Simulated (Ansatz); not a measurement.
# CoN (triplet): PBE, BLYP, r2SCAN, B97M-V, PBE0 over vertical spin and charge gaps, def2-QZVPP, part 2 of 2

Ansatz 0.2.0, Gaussian basis; def2-QZVPP, all electrons in the functionals.

## (17) B97M-V, charge 0, triplet

Input file in.yaml:

```yaml
crystal:
  periodic: [false, false, false]
  atoms:
    - {symbol: Co, position_ang: [0.000000, 0.000000, 0.000000]}
    - {symbol: N, position_ang: [0.000000, 0.000000, 1.662400]}
basis:
  gaussian: {orbitals: "def2-QZVPP.json"}
magnetization: {spin_polarized: true, initial_magnetization: 2}
hamiltonian: {xc: {name: B97M-V}}
```

Command:

```console
$ ansatz run in.yaml --threads 2 --pin off --events-out ev --progress --plain --max-ram 24576MiB --backend cuda --devices 0, --max-vram 18GiB
```

Log (excerpt; [...] marks lines left out):

```text
Functional definition: B97M-V
  name "B97M-V"
  cite "Mardirossian & Head-Gordon, J. Chem. Phys. 142, 074111 (2015) doi:10.1063/1.4907719"
  cite "Becke, J. Chem. Phys. 107, 8554 (1997) doi:10.1063/1.475007"
  cite "Vydrov & Van Voorhis, J. Chem. Phys. 133, 244103 (2010) doi:10.1063/1.3521275"
  # Of w^i u^j: cxij and so on, Table III.
[...]
  gx(w, u) = cx00 + cx01*u + cx02*u^2 + (cx10 + cx11*u)*w
  gss(w, u) = css00 + css02*u^2 + css10*w + (css32*w^3 + css42*w^4)*u^2
  gos(w, u) = cos00 + cos01*u + cos03*u^3 + cos10*w + cos32*w^3*u^2
[...]
      + integral(e_c_pw_mod_opposite_spin*gos(b97_w_opposite, b97_u_opposite)) + vv10(b, c)
707 factors; their error is unknown
[...]
mean field -39106.43978186 eV, -1437.1351546863 hartree, gradient 9.4e-6 eV, S^2 2.593311; 25 other end points of the search recorded, 0 dependent functions left out
reference -39106.43983900 eV, -1437.1351567861 hartree; 18, 16 occupied and 139, 141 virtual orbitals, 707 factors
Total energy: -39106.43983900 eV, -1437.1351567861 hartree
```

Run time: 1.9 min. Hardware: 1 × H100 (card shared with other runs) with 2 threads of AMD EPYC 7R13, shared host; peak host memory 0.89 GiB.

From the report: ⟨S²⟩ of the determinant 2.593 (pure triplet: 2.00). The determinant is far from a pure spin state, so its energy mixes those of several spin states (harmless only where they are near-degenerate, as at dissociation).

## (18) B97M-V, charge 0, singlet

Edit in.yaml of step 17 so:

```diff
@@ -7,3 +7,3 @@
   gaussian: {orbitals: "def2-QZVPP.json"}
-magnetization: {spin_polarized: true, initial_magnetization: 2}
+magnetization: {spin_polarized: true, initial_magnetization: 0}
 hamiltonian: {xc: {name: B97M-V}}
```

The command is unchanged.

Log (excerpt; [...] marks lines left out):

```text
Functional definition: B97M-V
  name "B97M-V"
  cite "Mardirossian & Head-Gordon, J. Chem. Phys. 142, 074111 (2015) doi:10.1063/1.4907719"
  cite "Becke, J. Chem. Phys. 107, 8554 (1997) doi:10.1063/1.475007"
  cite "Vydrov & Van Voorhis, J. Chem. Phys. 133, 244103 (2010) doi:10.1063/1.3521275"
  # Of w^i u^j: cxij and so on, Table III.
[...]
  gx(w, u) = cx00 + cx01*u + cx02*u^2 + (cx10 + cx11*u)*w
  gss(w, u) = css00 + css02*u^2 + css10*w + (css32*w^3 + css42*w^4)*u^2
  gos(w, u) = cos00 + cos01*u + cos03*u^3 + cos10*w + cos32*w^3*u^2
[...]
      + integral(e_c_pw_mod_opposite_spin*gos(b97_w_opposite, b97_u_opposite)) + vv10(b, c)
707 factors; their error is unknown
[...]
mean field -39106.51675928 eV, -1437.1379835545 hartree, gradient 8.5e-6 eV, S^2 1.549416; 26 other end points of the search recorded, 0 dependent functions left out
reference -39106.51681460 eV, -1437.1379855875 hartree; 17, 17 occupied and 140, 140 virtual orbitals, 707 factors
Total energy: -39106.51681460 eV, -1437.1379855875 hartree
```

Wall time 21 s (1 × H100 (card shared with other runs) with 2 threads of AMD EPYC 7R13, shared host); peak host memory 0.89 GiB.

From the report: ⟨S²⟩ of the determinant 1.549 (pure singlet: 0.00). The determinant is far from a pure spin state, so its energy mixes those of several spin states (harmless only where they are near-degenerate, as at dissociation).

From charge 0, triplet: -1.8 kcal/mol.

## (19) B97M-V, charge 0, quintet

Edit in.yaml of step 18 so:

```diff
@@ -7,3 +7,3 @@
   gaussian: {orbitals: "def2-QZVPP.json"}
-magnetization: {spin_polarized: true, initial_magnetization: 0}
+magnetization: {spin_polarized: true, initial_magnetization: 4}
 hamiltonian: {xc: {name: B97M-V}}
```

Same command.

Log (excerpt; [...] marks lines left out):

```text
Functional definition: B97M-V
  name "B97M-V"
  cite "Mardirossian & Head-Gordon, J. Chem. Phys. 142, 074111 (2015) doi:10.1063/1.4907719"
  cite "Becke, J. Chem. Phys. 107, 8554 (1997) doi:10.1063/1.475007"
  cite "Vydrov & Van Voorhis, J. Chem. Phys. 133, 244103 (2010) doi:10.1063/1.3521275"
  # Of w^i u^j: cxij and so on, Table III.
[...]
  gx(w, u) = cx00 + cx01*u + cx02*u^2 + (cx10 + cx11*u)*w
  gss(w, u) = css00 + css02*u^2 + css10*w + (css32*w^3 + css42*w^4)*u^2
  gos(w, u) = cos00 + cos01*u + cos03*u^3 + cos10*w + cos32*w^3*u^2
[...]
      + integral(e_c_pw_mod_opposite_spin*gos(b97_w_opposite, b97_u_opposite)) + vv10(b, c)
707 factors; their error is unknown
[...]
mean field -39106.83455278 eV, -1437.1496622501 hartree, gradient 4.6e-5 eV, S^2 6.039584; 3 other end points of the search recorded, 0 dependent functions left out
reference -39106.83461905 eV, -1437.1496646856 hartree; 19, 15 occupied and 138, 142 virtual orbitals, 707 factors
Total energy: -39106.83461905 eV, -1437.1496646856 hartree
```

Run time: 4.9 s. Hardware: 1 × H100 (card shared with other runs) with 2 threads of AMD EPYC 7R13, shared host; peak host memory 0.85 GiB.

From the report: ⟨S²⟩ of the determinant 6.040 (pure quintet: 6.00).

From charge 0, triplet: -9.1 kcal/mol.

## (20) B97M-V, charge 1, doublet

Edit in.yaml of step 19 so:

```diff
@@ -7,3 +7,4 @@
   gaussian: {orbitals: "def2-QZVPP.json"}
-magnetization: {spin_polarized: true, initial_magnetization: 4}
+total_charge: 1
+magnetization: {spin_polarized: true, initial_magnetization: 1}
 hamiltonian: {xc: {name: B97M-V}}
```

The command is unchanged.

Log (excerpt; [...] marks lines left out):

```text
Functional definition: B97M-V
  name "B97M-V"
  cite "Mardirossian & Head-Gordon, J. Chem. Phys. 142, 074111 (2015) doi:10.1063/1.4907719"
  cite "Becke, J. Chem. Phys. 107, 8554 (1997) doi:10.1063/1.475007"
  cite "Vydrov & Van Voorhis, J. Chem. Phys. 133, 244103 (2010) doi:10.1063/1.3521275"
  # Of w^i u^j: cxij and so on, Table III.
[...]
  gx(w, u) = cx00 + cx01*u + cx02*u^2 + (cx10 + cx11*u)*w
  gss(w, u) = css00 + css02*u^2 + css10*w + (css32*w^3 + css42*w^4)*u^2
  gos(w, u) = cos00 + cos01*u + cos03*u^3 + cos10*w + cos32*w^3*u^2
[...]
      + integral(e_c_pw_mod_opposite_spin*gos(b97_w_opposite, b97_u_opposite)) + vv10(b, c)
707 factors; their error is unknown
[...]
mean field -39098.00479584 eV, -1436.8251746675 hartree, gradient 2.1e-6 eV, S^2 2.279071; 30 other end points of the search recorded, 0 dependent functions left out
reference -39098.00485142 eV, -1436.8251767100 hartree; 17, 16 occupied and 140, 141 virtual orbitals, 707 factors
Total energy: -39098.00485142 eV, -1436.8251767100 hartree
```

Wall time 51 s (1 × H100 (card shared with other runs) with 2 threads of AMD EPYC 7R13, shared host); peak host memory 0.9 GiB.

From the report: ⟨S²⟩ of the determinant 2.279 (pure doublet: 0.75). The determinant is far from a pure spin state, so its energy mixes those of several spin states (harmless only where they are near-degenerate, as at dissociation).

From charge 0, triplet: +194.5 kcal/mol.

## (21) B97M-V, charge 1, quartet

Edit in.yaml of step 20 so:

```diff
@@ -8,3 +8,3 @@
 total_charge: 1
-magnetization: {spin_polarized: true, initial_magnetization: 1}
+magnetization: {spin_polarized: true, initial_magnetization: 3}
 hamiltonian: {xc: {name: B97M-V}}
```

Same command.

Log (excerpt; [...] marks lines left out):

```text
Functional definition: B97M-V
  name "B97M-V"
  cite "Mardirossian & Head-Gordon, J. Chem. Phys. 142, 074111 (2015) doi:10.1063/1.4907719"
  cite "Becke, J. Chem. Phys. 107, 8554 (1997) doi:10.1063/1.475007"
  cite "Vydrov & Van Voorhis, J. Chem. Phys. 133, 244103 (2010) doi:10.1063/1.3521275"
  # Of w^i u^j: cxij and so on, Table III.
[...]
  gx(w, u) = cx00 + cx01*u + cx02*u^2 + (cx10 + cx11*u)*w
  gss(w, u) = css00 + css02*u^2 + css10*w + (css32*w^3 + css42*w^4)*u^2
  gos(w, u) = cos00 + cos01*u + cos03*u^3 + cos10*w + cos32*w^3*u^2
[...]
      + integral(e_c_pw_mod_opposite_spin*gos(b97_w_opposite, b97_u_opposite)) + vv10(b, c)
707 factors; their error is unknown
[...]
mean field -39097.89877491 eV, -1436.8212784702 hartree, gradient 5.7e-7 eV, S^2 4.099202; 9 other end points of the search recorded, 0 dependent functions left out
reference -39097.89883011 eV, -1436.8212804987 hartree; 18, 15 occupied and 139, 142 virtual orbitals, 707 factors
Total energy: -39097.89883011 eV, -1436.8212804987 hartree
```

Wall time 54 s (1 × H100 (card shared with other runs) with 2 threads of AMD EPYC 7R13, shared host); peak host memory 0.88 GiB.

From the report: ⟨S²⟩ of the determinant 4.099 (pure quartet: 3.75).

From charge 0, triplet: +197.0 kcal/mol.

## (22) PBE0, charge 0, triplet

Input file in.yaml:

```yaml
crystal:
  periodic: [false, false, false]
  atoms:
    - {symbol: Co, position_ang: [0.000000, 0.000000, 0.000000]}
    - {symbol: N, position_ang: [0.000000, 0.000000, 1.662400]}
basis:
  gaussian: {orbitals: "def2-QZVPP.json"}
magnetization: {spin_polarized: true, initial_magnetization: 2}
hamiltonian: {xc: {name: PBE0}}
output: {orbitals: {seedname: orbitals}}
```

The command is unchanged.

Log (excerpt; [...] marks lines left out):

```text
Functional definition: PBE0
  name "PBE0"
  cite "Adamo & Barone, J. Chem. Phys. 110, 6158 (1999) doi:10.1063/1.478522"
  cite "Perdew, Burke & Ernzerhof, Phys. Rev. Lett. 77, 3865 (1996) doi:10.1103/PhysRevLett.77.3865"
  parent pbe
[...]
826 factors; their error is unknown
[...]
mean field -39106.52709619 eV, -1437.1383634287 hartree, gradient 9.3e-6 eV, S^2 2.692063; 14 other end points of the search recorded, 0 dependent functions left out
reference -39106.52712521 eV, -1437.1383644953 hartree; 18, 16 occupied and 139, 141 virtual orbitals, 826 factors
Total energy: -39106.52712521 eV, -1437.1383644953 hartree
```

Run time: 32 s. Hardware: 1 × H100 (card shared with other runs) with 2 threads of AMD EPYC 7R13, shared host; peak host memory 0.83 GiB.

From the report: ⟨S²⟩ of the determinant 2.692 (pure triplet: 2.00). The determinant is far from a pure spin state, so its energy mixes those of several spin states (harmless only where they are near-degenerate, as at dissociation).

## (23) PBE0, charge 0, singlet

Edit in.yaml of step 22 so:

```diff
@@ -7,3 +7,3 @@
   gaussian: {orbitals: "def2-QZVPP.json"}
-magnetization: {spin_polarized: true, initial_magnetization: 2}
+magnetization: {spin_polarized: true, initial_magnetization: 0}
 hamiltonian: {xc: {name: PBE0}}
```

Launched as before.

Log (excerpt; [...] marks lines left out):

```text
Functional definition: PBE0
  name "PBE0"
  cite "Adamo & Barone, J. Chem. Phys. 110, 6158 (1999) doi:10.1063/1.478522"
  cite "Perdew, Burke & Ernzerhof, Phys. Rev. Lett. 77, 3865 (1996) doi:10.1103/PhysRevLett.77.3865"
  parent pbe
[...]
826 factors; their error is unknown
[...]
mean field -39106.64619571 eV, -1437.1427402555 hartree, gradient 9.6e-6 eV, S^2 1.631369; 16 other end points of the search recorded, 0 dependent functions left out
reference -39106.64622386 eV, -1437.1427412902 hartree; 17, 17 occupied and 140, 140 virtual orbitals, 826 factors
Total energy: -39106.64622386 eV, -1437.1427412902 hartree
```

Run time: 10 s. Hardware: 1 × H100 (card shared with other runs) with 2 threads of AMD EPYC 7R13, shared host; peak host memory 0.83 GiB.

From the report: ⟨S²⟩ of the determinant 1.631 (pure singlet: 0.00). The determinant is far from a pure spin state, so its energy mixes those of several spin states (harmless only where they are near-degenerate, as at dissociation).

From charge 0, triplet: -2.7 kcal/mol.

## (24) PBE0, charge 0, quintet

Edit in.yaml of step 23 so:

```diff
@@ -7,3 +7,3 @@
   gaussian: {orbitals: "def2-QZVPP.json"}
-magnetization: {spin_polarized: true, initial_magnetization: 0}
+magnetization: {spin_polarized: true, initial_magnetization: 4}
 hamiltonian: {xc: {name: PBE0}}
```

The command is unchanged.

Log:

```text
Functional definition: PBE0
  name "PBE0"
  cite "Adamo & Barone, J. Chem. Phys. 110, 6158 (1999) doi:10.1063/1.478522"
  cite "Perdew, Burke & Ernzerhof, Phys. Rev. Lett. 77, 3865 (1996) doi:10.1103/PhysRevLett.77.3865"
  parent pbe
  parameter a = 0.25
  parameter kappa = 0.804
  parameter beta = 0.06672455060314922
  exchange = (1 - a)*pbe_x(kappa = kappa, mu = beta*pi^2/3) + a*exact_x
  correlation = pbe_c(beta = beta)
826 factors; their error is unknown
mean field evaluation 1: about -39099.3398 eV, gradient 4.3e1 eV
mean field evaluation 2: about -39021.2812 eV, gradient 1.0e2 eV
mean field evaluation 4: about -39105.5442 eV, gradient 1.4e1 eV
mean field evaluation 8: about -39106.8502 eV, gradient 1.0e0 eV
mean field evaluation 16: about -39106.9389 eV, gradient 1.0e-3 eV
mean field evaluation 32: about -39106.9112 eV, gradient 8.4e-1 eV
mean field -39106.93885819 eV, -1437.1534954033 hartree, gradient 3.2e-6 eV, S^2 6.045786; 2 other end points of the search recorded, 0 dependent functions left out
reference -39106.93889246 eV, -1437.1534966627 hartree; 19, 15 occupied and 138, 142 virtual orbitals, 826 factors
Total energy: -39106.93889246 eV, -1437.1534966627 hartree
```

Run time: 4.8 s. Hardware: 1 × H100 (card shared with other runs) with 2 threads of AMD EPYC 7R13, shared host; peak host memory 0.8 GiB.

From the report: ⟨S²⟩ of the determinant 6.046 (pure quintet: 6.00).

From charge 0, triplet: -9.5 kcal/mol.

## (25) PBE0, charge 1, doublet

Edit in.yaml of step 24 so:

```diff
@@ -7,3 +7,4 @@
   gaussian: {orbitals: "def2-QZVPP.json"}
-magnetization: {spin_polarized: true, initial_magnetization: 4}
+total_charge: 1
+magnetization: {spin_polarized: true, initial_magnetization: 1}
 hamiltonian: {xc: {name: PBE0}}
```

Launched as before.

Log (excerpt; [...] marks lines left out):

```text
Functional definition: PBE0
  name "PBE0"
  cite "Adamo & Barone, J. Chem. Phys. 110, 6158 (1999) doi:10.1063/1.478522"
  cite "Perdew, Burke & Ernzerhof, Phys. Rev. Lett. 77, 3865 (1996) doi:10.1103/PhysRevLett.77.3865"
  parent pbe
[...]
826 factors; their error is unknown
[...]
mean field -39098.32889414 eV, -1436.8370850606 hartree, gradient 2.8e-6 eV, S^2 2.345901; 25 other end points of the search recorded, 0 dependent functions left out
reference -39098.32892194 eV, -1436.8370860822 hartree; 17, 16 occupied and 140, 141 virtual orbitals, 826 factors
Total energy: -39098.32892194 eV, -1436.8370860822 hartree
```

It took 26 s on 1 × H100 (card shared with other runs) with 2 threads of AMD EPYC 7R13, shared host; peak host memory 0.85 GiB.

From the report: ⟨S²⟩ of the determinant 2.346 (pure doublet: 0.75). The determinant is far from a pure spin state, so its energy mixes those of several spin states (harmless only where they are near-degenerate, as at dissociation).

From charge 0, triplet: +189.1 kcal/mol.

## (26) PBE0, charge 1, quartet

Edit in.yaml of step 25 so:

```diff
@@ -8,3 +8,3 @@
 total_charge: 1
-magnetization: {spin_polarized: true, initial_magnetization: 1}
+magnetization: {spin_polarized: true, initial_magnetization: 3}
 hamiltonian: {xc: {name: PBE0}}
```

Same command.

Log (excerpt; [...] marks lines left out):

```text
Functional definition: PBE0
  name "PBE0"
  cite "Adamo & Barone, J. Chem. Phys. 110, 6158 (1999) doi:10.1063/1.478522"
  cite "Perdew, Burke & Ernzerhof, Phys. Rev. Lett. 77, 3865 (1996) doi:10.1103/PhysRevLett.77.3865"
  parent pbe
[...]
826 factors; their error is unknown
[...]
mean field -39098.11481014 eV, -1436.8292176185 hartree, gradient 6.3e-6 eV, S^2 4.277343; 25 other end points of the search recorded, 0 dependent functions left out
reference -39098.11483793 eV, -1436.8292186399 hartree; 18, 15 occupied and 139, 142 virtual orbitals, 826 factors
Total energy: -39098.11483793 eV, -1436.8292186399 hartree
```

It took 43 s on 1 × H100 (card shared with other runs) with 2 threads of AMD EPYC 7R13, shared host; peak host memory 0.83 GiB.

From the report: ⟨S²⟩ of the determinant 4.277 (pure quartet: 3.75). The determinant is far from a pure spin state, so its energy mixes those of several spin states (harmless only where they are near-degenerate, as at dissociation).

From charge 0, triplet: +194.0 kcal/mol.

## (27) Against the wave-function levels

No level is safe as a reference over these points; UCCSD(T) serves as a yardstick only. It and the other wave-function rows come from earlier runs at the same points. Energies in kcal/mol, counted from charge 0, triplet; blanks weren't run or aren't comparable.

```tsv
level	triplet to singlet	triplet to quintet	ionisation to the doublet cation	ionisation to the quartet cation
UCCSD(T)		-12.0	190.3	188.4
PBE	0.8	-6.8	200.2	201.3
BLYP	0.2	-4.9	199.7	201.1
r2SCAN	-1.0	-10.4	195.2	196.4
B97M-V	-1.8	-9.1	194.5	197.0
PBE0	-2.7	-9.5	189.1	194.0
RHF		-43.4	189.2	132.9
UMP2		-51.6	142.3	74.7
```

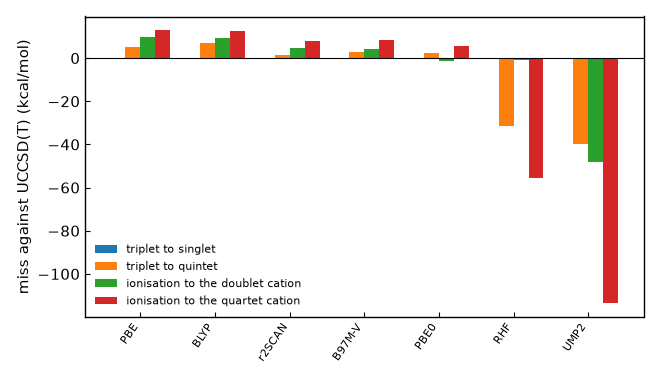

Misses of the gaps against UCCSD(T).

Largest miss and mean time a point (UCCSD(T) took 1.8 min a point; shared hosts):

```tsv
level	largest miss (kcal/mol)	where	time a point
PBE	+12.9	ionisation to the quartet cation	21 s
BLYP	+12.7	ionisation to the quartet cation	22 s
r2SCAN	+8.1	ionisation to the quartet cation	30 s
B97M-V	+8.6	ionisation to the quartet cation	49 s
PBE0	+5.6	ionisation to the quartet cation	23 s
RHF	-55.5	ionisation to the quartet cation	
UMP2	-113.7	ionisation to the quartet cation
```

## (28) Results

What follows sums up all 2 parts.

| quantity | value |
| --- | --- |
| triplet to quintet, UCCSD(T) | -12.0 kcal/mol |
| ionisation to the doublet cation, UCCSD(T) | 190.3 kcal/mol |
| ionisation to the quartet cation, UCCSD(T) | 188.4 kcal/mol |
| largest miss, PBE | +12.9 kcal/mol (ionisation to the quartet cation) |
| largest miss, BLYP | +12.7 kcal/mol (ionisation to the quartet cation) |
| largest miss, r2SCAN | +8.1 kcal/mol (ionisation to the quartet cation) |
| largest miss, B97M-V | +8.6 kcal/mol (ionisation to the quartet cation) |
| largest miss, PBE0 | +5.6 kcal/mol (ionisation to the quartet cation) |

**Reading.** Misses are known at 3 of 4 points at best, and only functionals with that many are ranked. Of the functionals, PBE0 keep the smallest largest miss at the points compared (at most 5.6 kcal/mol) and PBE strays most (12.9 kcal/mol, at ionisation to the quartet cation). PBE, BLYP, r2SCAN, B97M-V, PBE0 clearly break the spin symmetry at some points (⟨S²⟩ up to 1.63 above the pure value), so energy there is bought with a mixed spin. Functionals and the yardstick converge differently with the basis, so part of each miss in def2-QZVPP is the basis. The yardstick itself may be off where one determinant is a poor start. The program flags that the yardstick's amplitudes may have other solutions at some points.
